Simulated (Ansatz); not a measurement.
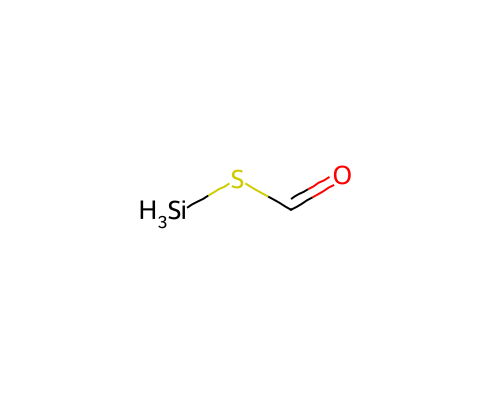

Figure made from data computed with Ansatz.

### Transcribe the drawing into SMILES.

O=CS[SiH3]

### Give the formula, hydrogens included.

CH4OSSi.

### An optimisation with PBE0-D4/def2-TZVP gave a structure of which point group?

Cs. Other conformers may differ.
